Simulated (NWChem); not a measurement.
**C4H8O (butyraldehyde): levels of theory compared**

Wanted: a comparison of 4 runs (B3LYP/6-31G*, wB97X/6-31G*, B2PLYP/6-31G*, MP3/6-31G*) of C4H8O (butyraldehyde). 

The results are computed with NWChem 7.3.0.

## Step 1: The structure to begin with

C4H8O has 13 atoms, charge 0, and is taken as a singlet. SMILES: `CCCC=O`. Geometry: relaxed at PBE0-D4/def2-TZVP. This is one conformer, not always the lowest.

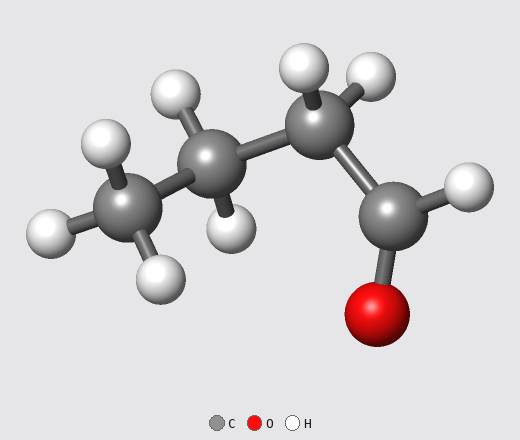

The structure, seen from a chosen angle (carbon grey, oxygen red, hydrogen white).

## Step 2: Energy and forces at B3LYP/6-31G(d) (spherical functions) (run 1)

a.nw reads:

```
start a
title "C4H8O"
memory stack 880 mb heap 220 mb global 1100 mb
charge 0
geometry noautosym nocenter noautoz
  C       -1.358800       0.247600       0.768800
  C        0.157400       0.343500       0.817500
  C        0.841700      -0.545800      -0.204400
  C        0.730100      -0.083300      -1.626300
  O        0.239700       0.954200      -1.979300
  H       -1.817000       0.888100       1.525300
  H       -1.694400      -0.776900       0.955600
  H       -1.740200       0.557700      -0.205500
  H        0.513100       0.070500       1.815300
  H        0.465500       1.378500       0.645000
  H        0.464500      -1.576800      -0.164500
  H        1.919000      -0.637400      -0.005700
  H        1.164600      -0.781200      -2.376600
end
basis spherical bse
  C library 6-31G*
  O library 6-31G*
  H library 6-31G*
end
dft
  xc b3lyp
  grid xfine
  convergence energy 1e-08
  maxiter 100
  mulliken
  print low
end
task dft gradient
```

Launch:

```
$ nwchem a.nw > a.out
```

What it wrote:

```text
[...]
 d= 0,ls=0.0,diis     1   -232.3331681925 -4.09D+02  2.27D-02  9.65D-01     5.8
[...]
 d= 0,ls=0.0,diis    11   -232.4536482319 -8.15D-11  1.73D-07  1.96D-10    55.7
         Total DFT energy =     -232.453648231917
      One electron energy =     -663.296413172921
           Coulomb energy =      287.728827269906
    Exchange-Corr. energy =      -33.328143486081
 Nuclear repulsion energy =      176.442081157179
[...]
                         DFT ENERGY GRADIENTS
    atom               coordinates                        gradient
                 x          y          z           x          y          z
   1 C      -2.567760   0.467896   1.452821    0.004654  -0.000111  -0.000200
   2 C       0.297443   0.649121   1.544851   -0.002151  -0.003076  -0.003107
   3 C       1.590582  -1.031412  -0.386260   -0.003909   0.005533  -0.000705
   4 C       1.379689  -0.157414  -3.073261   -0.006244   0.012772   0.000815
   5 O       0.452967   1.803177  -3.740335    0.008420  -0.017761   0.006436
   6 H      -3.433632   1.678266   2.882399    0.001285  -0.001432  -0.001731
   7 H      -3.201952  -1.468128   1.805822    0.001073   0.002147  -0.000402
   8 H      -3.288501   1.053900  -0.388339    0.000824  -0.000609   0.001802
   9 H       0.969618   0.133226   3.430420   -0.000663   0.000398  -0.002178
  10 H       0.879667   2.604987   1.218873   -0.000645  -0.001923   0.000070
  11 H       0.877778  -2.979720  -0.310860    0.000582   0.002155  -0.000700
[...]
```

Wall time 66 s (1 thread of Intel Xeon Platinum 8488C (Sapphire Rapids), shared host); peak memory 0.16 GiB.

## Step 3: Energy and forces at wB97X/6-31G(d) (spherical functions) (run 2)

c4h8o.nw reads:

```
start c4h8o
memory 2200 mb

geometry noautosym nocenter noautoz
 C    -1.358800    0.247600    0.768800
 C     0.157400    0.343500    0.817500
 C     0.841700   -0.545800   -0.204400
 C     0.730100   -0.083300   -1.626300
 O     0.239700    0.954200   -1.979300
 H    -1.817000    0.888100    1.525300
 H    -1.694400   -0.776900    0.955600
 H    -1.740200    0.557700   -0.205500
 H     0.513100    0.070500    1.815300
 H     0.465500    1.378500    0.645000
 H     0.464500   -1.576800   -0.164500
 H     1.919000   -0.637400   -0.005700
 H     1.164600   -0.781200   -2.376600
end

basis spherical bse
 * library 6-31G*
end

dft
 xc wb97x
 mult 1
 grid xfine
 convergence energy 1e-08
 iterations 100
 mulliken
 print low
end

task dft gradient
```

Launch:

```
$ nwchem c4h8o.nw > c4h8o.out
```

What it wrote:

```text
[...]
 d= 0,ls=0.0,diis     1   -232.2773844129 -4.09D+02  1.43D-02  9.17D-01     9.8
[...]
 d= 0,ls=0.0,diis    10   -232.3929200497 -9.93D-09  2.01D-06  8.12D-09    97.0
         Total DFT energy =     -232.392920049725
      One electron energy =     -663.189175235120
           Coulomb energy =      287.601362800753
    Exchange-Corr. energy =      -33.247188772537
 Nuclear repulsion energy =      176.442081157179
[...]
                         DFT ENERGY GRADIENTS
    atom               coordinates                        gradient
                 x          y          z           x          y          z
   1 C      -2.567760   0.467896   1.452821    0.002291   0.000229  -0.000105
   2 C       0.297443   0.649121   1.544851   -0.001356  -0.002051  -0.001213
   3 C       1.590582  -1.031412  -0.386260   -0.003251   0.004743  -0.001142
   4 C       1.379689  -0.157414  -3.073261   -0.004299   0.009469   0.001166
   5 O       0.452967   1.803177  -3.740335    0.006268  -0.012474   0.003595
   6 H      -3.433632   1.678266   2.882399    0.000876  -0.001255  -0.001417
   7 H      -3.201952  -1.468128   1.805822    0.000615   0.001950  -0.000300
   8 H      -3.288501   1.053900  -0.388339    0.000368  -0.000733   0.002216
   9 H       0.969618   0.133226   3.430420   -0.000440   0.000459  -0.001768
  10 H       0.879667   2.604987   1.218873   -0.000498  -0.001707   0.000390
  11 H       0.877778  -2.979720  -0.310860    0.000985   0.001276  -0.000661
[...]
```

It took 2.1 min on 1 thread of Intel Xeon Platinum 8488C (Sapphire Rapids), shared host; peak memory 0.16 GiB.

Run 3 isn't shown in full; the table further down has it.

## Step 4: A single-point energy at MP3/6-31G(d) (spherical functions) (run 4)

work.nw reads:

```
start work
memory stack 330 mb heap 110 mb global 1760 mb
geometry noautosym nocenter noautoz
  C    -1.358800    0.247600    0.768800
  C     0.157400    0.343500    0.817500
  C     0.841700   -0.545800   -0.204400
  C     0.730100   -0.083300   -1.626300
  O     0.239700    0.954200   -1.979300
  H    -1.817000    0.888100    1.525300
  H    -1.694400   -0.776900    0.955600
  H    -1.740200    0.557700   -0.205500
  H     0.513100    0.070500    1.815300
  H     0.465500    1.378500    0.645000
  H     0.464500   -1.576800   -0.164500
  H     1.919000   -0.637400   -0.005700
  H     1.164600   -0.781200   -2.376600
end
basis "ao basis" spherical bse
  * library 6-31G*
end
scf
  thresh 1e-08
  maxiter 80
  noprint "final vectors analysis"
end
tce
  scf
  mbpt3
  freeze core 5
  maxiter 60
end
task tce energy
```

Launch:

```
$ nwchem work.nw > work.out
```

What it wrote:

```text
[...]
  functions       =    86
[...]
  wavefunction    = RHF
[...]
         Total SCF energy =   -230.984193380169
      One-electron energy =   -662.640744259659
      Two-electron energy =    255.214469722311
 Nuclear repulsion energy =    176.442081157179
        Time for solution =     17.9s
[...]
         Wavefunction type : Restricted Hartree-Fock
          No. of electrons :    40
[...]
         Spin multiplicity : singlet
[...]
```

Wall time 45 s (1 thread of Intel Xeon Platinum 8488C (Sapphire Rapids), shared host); peak memory 1.4 GiB.

## Step 5: The series

```
run                                level      task  frozen core orbitals  energy (Eh)  wall time
  1   B3LYP/6-31G* (spherical functions)  gradient                     –  -232.453648       66 s
  2   wB97X/6-31G* (spherical functions)  gradient                     –  -232.392920    2.1 min
  3  B2PLYP/6-31G* (spherical functions)    energy                     5  -232.181495       57 s
  4     MP3/6-31G* (spherical functions)    energy                     5  -231.705489       45 s
```

## Step 6: Outcome

| quantity | value |
| --- | --- |
| run 4: total energy | -231.70549 Eh |
| run 4: correlation energy (5 core orbitals frozen) | -721.3 mEh |

**Reading.** Totals of different functionals can't be ranked against each other. All runs together took 4.9 min, the longest 2.1 min.
